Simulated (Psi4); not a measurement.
## Run report: HO, geometry relaxation (part 1 of 3)

- system: HO, multiplicity 2
- method: PBE0/cc-pVQZ, UKS (Psi4 1.11)

The geometry comes from this level: PBE0-D4/def2-TZVP.

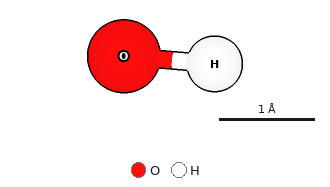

**Figure 1.** The starting structure (ball-and-stick view, seen at a tilt). Bond lengths as drawn: H–O 0.97 Å.

### The input (job.dat)
```
memory 1.6 GB

molecule molecule1 {
  0 2
  O      0.415880    -0.133150     0.214550
  H     -0.415880     0.133150    -0.214550
  units angstrom
  symmetry c1
}

set {
  basis cc-pVQZ
  reference uks
  puream true
  scf_type pk
  dft_radial_points 99
  dft_spherical_points 590
  g_convergence gau_tight
  geom_maxiter 50
  maxiter 100
}

E, wfn = opt("pbe0", return_wfn=True)
```

Machine: 1 thread of Intel Xeon (Sapphire Rapids), 16 GiB of memory available, shared host.

Launch command:
```bash
psi4 -i job.dat -o job.out -n 1
```

### Log
```
Psi4 1.11 release

gradient() will perform analytic gradient computation.

   => Loading Basis Set <=

    Name: CC-PVQZ
    Role: ORBITAL
    Keyword: BASIS

         ---------------------------------------------------------
                                   SCF
                              UKS Reference
                        1 Threads,   1525 MiB Core
         ---------------------------------------------------------

  ==> Geometry <==

    Molecular point group: c1
    Full point group: C_inf_v

    Geometry (in Angstrom), charge = 0, multiplicity = 2:

       Center              X                  Y                   Z               Mass
    ------------   -----------------  -----------------  -----------------  -----------------
         O           -0.000000000000     0.000000000000     0.057678076932    15.994914619570
         H            0.000000000000    -0.000000000000    -0.915392936715     1.007825032230

  Running in c1 symmetry.

  Rotational constants: A = ************  B =     18.77843  C =     18.77843 [cm^-1]
  Rotational constants: A = ************  B = 562963.14658  C = 562963.14658 [MHz]
  Nuclear repulsion =    4.350574239688279

  Charge       = 0
  Multiplicity = 2
  Electrons    = 9
  Nalpha       = 5
  Nbeta        = 4

  ==> Algorithm <==

  SCF Algorithm Type is PK.
  DIIS enabled.
  MOM disabled.
  Fractional occupation disabled.
  Guess Type is SAD.
  Energy threshold   = 1.00e-08
  Density threshold  = 1.00e-08
  Integral threshold = 1.00e-12

  ==> Primary Basis <==

  Basis Set: CC-PVQZ
    Blend: CC-PVQZ
    Number of shells: 25
    Number of basis functions: 85
    Number of Cartesian functions: 105
    Spherical Harmonics?: true
    Max angular momentum: 4

  ==> DFT Potential <==

   => LibXC <=

    Version 7.1.2

   => Composite Functional: PBE0 <=

    PBE0 Hyb-GGA Exchange-Correlation Functional

    Deriv               =              1
    GGA                 =           TRUE
    Meta                =          FALSE

    Exchange Hybrid     =           TRUE
    MP2 Hybrid          =          FALSE

   => Exchange Functionals <=

    0.7500   Perdew, Burke & Ernzerhof

   => Exact (HF) Exchange <=

    0.2500               HF

   => Correlation Functionals <=

    1.0000   Perdew, Burke & Ernzerhof

   => LibXC Density Thresholds  <==

    XC_HYB_GGA_XC_PBEH:  1.00E-15

   => Molecular Quadrature <=

    Radial Scheme          =       TREUTLER
    Pruning Scheme         =           NONE
    Nuclear Scheme         =       TREUTLER

    Blocking Scheme        =         OCTREE
    BS radius alpha        =              1
    Pruning alpha          =              1
    Radial Points          =             99
    Spherical Points       =            590
    Total Points           =         113765
    Total Blocks           =            897
    Max Points             =            256
    Max Functions          =             85
    Weights Tolerance      =       1.00E-15

  ==> Integral Setup <==

  Using in-core PK algorithm.
   Calculation information:
      Number of atoms:                   2
      Number of AO shells:              25
      Number of primitives:             45
      Number of atomic orbitals:       105
      Number of basis functions:        85

      Integral cutoff                 1.00e-12
      Number of threads:                 1

  Performing in-core PK
  Using 13362680 doubles for integral storage.
  We computed 52975 shell quartets total.
  Whereas there are 52975 unique shell quartets.

  ==> DiskJK: Disk-Based J/K Matrices <==

    J tasked:                  Yes
    K tasked:                  Yes
    wK tasked:                  No
    Memory [MiB]:              878
    Schwarz Cutoff:          1E-12

  Cached 100.0% of DFT collocation blocks in 0.260 [GiB].

  Minimum eigenvalue in the overlap matrix is 7.0336577031E-04.
  Reciprocal condition number of the overlap matrix is 1.4568110507E-04.
    Using symmetric orthogonalization.

  ==> Pre-Iterations <==

  SCF Guess: Superposition of Atomic Densities via on-the-fly atomic UHF (no occupation information).

   -------------------------
    Irrep   Nso     Nmo
   -------------------------
     A         85      85
   -------------------------
    Total      85      85
   -------------------------

  ==> Iterations <==

                        Total Energy        Delta E     RMS |[F,P]|

   @UKS iter SAD:   -75.24293295421282   -7.52429e+01   0.00000e+00
   @UKS iter   1:   -75.64482180083805   -4.01889e-01   4.17009e-03 ADIIS/DIIS
   @UKS iter   2:   -75.62978223957495    1.50396e-02   4.85492e-03 ADIIS/DIIS
   @UKS iter   3:   -75.68935530223635   -5.95731e-02   1.63749e-04 ADIIS/DIIS
   @UKS iter   4:   -75.68945033388837   -9.50317e-05   2.20427e-05 DIIS
   @UKS iter   5:   -75.68945388707316   -3.55318e-06   6.39751e-06 DIIS
   @UKS iter   6:   -75.68945422924902   -3.42176e-07   1.97817e-06 DIIS
   @UKS iter   7:   -75.68945426042805   -3.11790e-08   3.92325e-07 DIIS
   @UKS iter   8:   -75.68945426167492   -1.24687e-09   7.49024e-08 DIIS
   @UKS iter   9:   -75.68945426171391   -3.89804e-11   1.18037e-08 DIIS
   @UKS iter  10:   -75.68945426171477   -8.66862e-13   1.16445e-09 DIIS
  Energy and wave function converged.

  ==> Post-Iterations <==

   Electrons on quadrature grid:
      Nalpha   =    4.9999999993 ; deviation = -6.526e-10
      Nbeta    =    3.9999999994 ; deviation = -6.235e-10
      Ntotal   =    8.9999999987 ; deviation = -1.276e-09

   @Spin Contamination Metric:   2.715029366E-03
   @S^2 Expected:                7.500000000E-01
   @S^2 Observed:                7.527150294E-01
   @S   Expected:                5.000000000E-01
   @S   Observed:                5.000000000E-01

    Orbital Energies [Eh]
    ---------------------

    Alpha Occupied:

       1A    -19.274984     2A     -1.049274     3A     -0.494733
       4A     -0.440209     5A     -0.361093

    Alpha Virtual:

       6A      0.030811     7A      0.313109     8A      0.367470
       9A      0.393813    10A      0.423754    11A      0.524167
      12A      0.537277    13A      0.620950    14A      0.936374
      15A      0.995935    16A      0.997362    17A      1.190500
      18A      1.254249    19A      1.283439    20A      1.560794
      21A      1.988985    22A      1.989248    23A      2.087833
      24A      2.112492    25A      2.250238    26A      2.292477
      27A      2.381830    28A      2.619215    29A      2.649280
      30A      2.833597    31A      3.030470    32A      3.067008
      33A      3.067071    34A      3.401647    35A      3.411890
      36A      3.437728    37A      3.689681    38A      3.690122
      39A      3.725322    40A      3.774186    41A      4.157645
      42A      4.411741    43A      4.450268    44A      4.860170
      45A      5.775039    46A      5.775048    47A      6.448704
      48A      6.448816    49A      6.979504    50A      6.995630
      51A      7.027049    52A      7.674825    53A      7.689855
      54A      7.753695    55A      7.761805    56A      7.762171
      57A      8.354256    58A      8.377301    59A      8.440229
      60A      8.811389    61A      8.811423    62A      8.986607
      63A      8.986619    64A      9.333291    65A      9.721847
      66A      9.792722    67A     10.055349    68A     10.055741
      69A     10.666337    70A     10.713267    71A     10.765142
      72A     10.866865    73A     10.867075    74A     11.028347
      75A     11.040462    76A     11.099986    77A     11.630995
      78A     11.689173    79A     11.912965    80A     11.913094
      81A     13.376664    82A     13.706196    83A     13.757981
      84A     15.849570    85A     40.883086

    Beta Occupied:

       1A    -19.248186     2A     -0.970417     3A     -0.467981
       4A     -0.334651

    Beta Virtual:

       5A     -0.151026     6A      0.038462     7A      0.321360
       8A      0.374194     9A      0.432428    10A      0.460932
      11A      0.536980    12A      0.539726    13A      0.645142
      14A      0.945779    15A      1.037271    16A      1.043273
      17A      1.199464    18A      1.287124    19A      1.294724
      20A      1.571894    21A      1.997242    22A      1.998345
      23A      2.112560    24A      2.118171    25A      2.304051
      26A      2.329161    27A      2.387082    28A      2.654757
      29A      2.662484    30A      2.861999    31A      3.047779
      32A      3.119608    33A      3.121785    34A      3.447157
      35A      3.452119    36A      3.465382    37A      3.762645
      38A      3.775421    39A      3.782048    40A      3.791185
      41A      4.175442    42A      4.455255    43A      4.459622
      44A      4.883146    45A      5.779084    46A      5.779178
      47A      6.460924    48A      6.463365    49A      6.990632
      50A      6.991378    51A      7.035806    52A      7.684560
      53A      7.685766    54A      7.758371    55A      7.758775
      56A      7.762113    57A      8.375842    58A      8.377287
      59A      8.449667    60A      8.887696    61A      8.889391
      62A      9.040688    63A      9.042695    64A      9.346010
      65A      9.812813    66A      9.834363    67A     10.092768
      68A     10.099288    69A     10.699710    70A     10.771756
      71A     10.777955    72A     10.962051    73A     10.968542
      74A     11.098968    75A     11.104949    76A     11.121631
      77A     11.698508    78A     11.712040    79A     12.009969
      80A     12.028436    81A     13.395687    82A     13.766680
      83A     13.782935    84A     15.867691    85A     40.913458

    Final Occupation by Irrep:
              A
    DOCC [     4 ]
    SOCC [     1 ]
    NA   [     5 ]
    NB   [     4 ]

  @UKS Final Energy:   -75.68945426171477

   => Energetics <=

    Nuclear Repulsion Energy =              4.3505742396882789
    One-Electron Energy =                -112.6707153866406657
    Two-Electron Energy =                  39.3102549252923268
    DFT Exchange-Correlation Energy =      -6.6795680400547282
    Empirical Dispersion Energy =           0.0000000000000000
    VV10 Nonlocal Energy =                  0.0000000000000000
    Total Energy =                        -75.6894542617147863

  UHF NO Occupations:
  HONO-2 :    3  A 1.9997100
  HONO-1 :    4  A 1.9991223
  HONO-0 :    5  A 1.0000000
  LUNO+0 :    6  A 0.0008777
  LUNO+1 :    7  A 0.0002900
  LUNO+2 :    8  A 0.0001894
  LUNO+3 :    9  A 0.0000009

Computation Completed

Properties will be evaluated at   0.000000,   0.000000,   0.000000 [a0]

Properties computed using the SCF density matrix

 Multipole Moments:

 ------------------------------------------------------------------------------------
     Multipole            Electronic (a.u.)      Nuclear  (a.u.)        Total (a.u.)
 ------------------------------------------------------------------------------------

 L = 1.  Multiply by 2.5417464519 to convert [e a0] to [Debye]
 Dipole X            :          0.0000000            0.0000000            0.0000000
 Dipole Y            :          0.0000000           -0.0000000            0.0000000
 Dipole Z            :          0.1974831           -0.8578758           -0.6603927
 Magnitude           :                                                    0.6603927

 ------------------------------------------------------------------------------------

	total time  =          7 seconds =       0.12 minutes

         ------------------------------------------------------------
                                   SCF GRAD
         ------------------------------------------------------------

  ==> Geometry <==

    Molecular point group: c1
    Full point group: C_inf_v

    Geometry (in Angstrom), charge = 0, multiplicity = 2:

       Center              X                  Y                   Z               Mass
    ------------   -----------------  -----------------  -----------------  -----------------
         O           -0.000000000000     0.000000000000     0.057678076932    15.994914619570
         H            0.000000000000    -0.000000000000    -0.915392936715     1.007825032230

  Nuclear repulsion =    4.350574239688279

  ==> Basis Set <==

  Basis Set: CC-PVQZ
    Blend: CC-PVQZ
    Number of shells: 25
    Number of basis functions: 85
    Number of Cartesian functions: 105
    Spherical Harmonics?: true
    Max angular momentum: 4

  ==> DirectJKGrad: Integral-Direct SCF Gradients <==

    Gradient:                    1
    J tasked:                  Yes
    K tasked:                  Yes
    wK tasked:                  No
    Integrals threads:           1
    Schwarz Cutoff:          1E-12

   => Molecular Quadrature <=

    Radial Scheme          =       TREUTLER
    Pruning Scheme         =           NONE
    Nuclear Scheme         =       TREUTLER

    Blocking Scheme        =         OCTREE
    BS radius alpha        =              1
    Pruning alpha          =              1
    Radial Points          =             99
    Spherical Points       =            590
    Total Points           =         113765
    Total Blocks           =            897
    Max Points             =            256
    Max Functions          =             85
    Weights Tolerance      =       1.00E-15

  -Total Gradient:
     Atom            X                  Y                   Z
    ------   -----------------  -----------------  -----------------
       1       -0.000000000000    -0.000000000000     0.002601224098
       2        0.000000000000    -0.000000000000    -0.002601185797

	total time  =          4 seconds =       0.07 minutes

    			-----------------------------------------

    			 OPTKING 3.0: for geometry optimizations

    			        with contributions from

    			-----------------------------------------

	                            ===> Fragment 1 <==

	 Z (Atomic Numbers)          Masses                          Geom
	       8.000000            15.994915         -0.00000000  0.00000000  0.10899577
	       1.000000             1.007825          0.00000000 -0.00000000 -1.72984195

	 - Coordinate -           - BOHR/RAD -       - ANG/DEG -
	 R(1,2)           =         1.838838           0.973071

	        --- Internal Coordinate Step in ANG or DEG, aJ/ANG or AJ/DEG ---
	-------------------------------------------------------------------------------
	           Coordinate      Previous         Force          Change          New
	           ----------      --------        ------          ------        ------
	               R(1,2)       0.97307       -0.02143       -0.00261       0.97046
	-------------------------------------------------------------------------------

	                                 ==> Convergence Check <==

	Measures of convergence in internal coordinates in au.

	Criteria marked as inactive (o), active & met (*), and active & unmet ( ).

	----------------------------------------------------------------------------------------------~
	   Step    Total Energy     Delta E     Max Force     RMS Force      Max Disp      RMS Disp   ~
	----------------------------------------------------------------------------------------------~
	  Convergence Criteria              o    1.50e-05 *    1.00e-05 *    6.00e-05 *    4.00e-05 *~
	----------------------------------------------------------------------------------------------~
	     1     -75.68945426   -7.57e+01 o    2.60e-03      2.60e-03      4.93e-03      4.93e-03    ~
	----------------------------------------------------------------------------------------------

Next Geometry in Ang
	Fragment 1 (Ang)

	    O  -0.0000000000   0.0000000000   0.0563734788
	    H   0.0000000000  -0.0000000000  -0.9140883385

    Structure for next step:
    Molecular point group: c1
    Full point group: C_inf_v

    Geometry (in Angstrom), charge = 0, multiplicity = 2:

    O           -0.000000000000     0.000000000000     0.057523418716
    H            0.000000000000    -0.000000000000    -0.912938398593

gradient() will perform analytic gradient computation.

  ==> Geometry <==

    Molecular point group: c1
    Full point group: C_inf_v

    Geometry (in Angstrom), charge = 0, multiplicity = 2:

       Center              X                  Y                   Z               Mass
    ------------   -----------------  -----------------  -----------------  -----------------
         O           -0.000000000000     0.000000000000     0.057523418716    15.994914619570
         H            0.000000000000    -0.000000000000    -0.912938398593     1.007825032230

  Running in c1 symmetry.

  Rotational constants: A = ************  B =     18.87954  C =     18.87954 [cm^-1]
  Rotational constants: A = ************  B = 565994.39620  C = 565994.39620 [MHz]
  Nuclear repulsion =    4.362271250503611

  Charge       = 0
  Multiplicity = 2
  Electrons    = 9
  Nalpha       = 5
  Nbeta        = 4

  ==> Algorithm <==

  SCF Algorithm Type is PK.
  DIIS enabled.
  MOM disabled.
  Fractional occupation disabled.
  Guess Type is READ.
  Energy threshold   = 1.00e-08
  Density threshold  = 1.00e-08
  Integral threshold = 1.00e-12

   => Molecular Quadrature <=

    Radial Scheme          =       TREUTLER
    Pruning Scheme         =           NONE
    Nuclear Scheme         =       TREUTLER

    Blocking Scheme        =         OCTREE
    BS radius alpha        =              1
    Pruning alpha          =              1
    Radial Points          =             99
    Spherical Points       =            590
    Total Points           =         113765
    Total Blocks           =            899
    Max Points             =            256
    Max Functions          =             85
    Weights Tolerance      =       1.00E-15

   => Loading Basis Set <=

    Name: CC-PVQZ
    Role: ORBITAL
    Keyword: BASIS

  Reading orbitals from file scr/output.180.npy, no projection.

  ==> DiskJK: Disk-Based J/K Matrices <==

    J tasked:                  Yes
    K tasked:                  Yes
    wK tasked:                  No
    Memory [MiB]:              878
    Schwarz Cutoff:          1E-12

  Cached 100.0% of DFT collocation blocks in 0.260 [GiB].
```
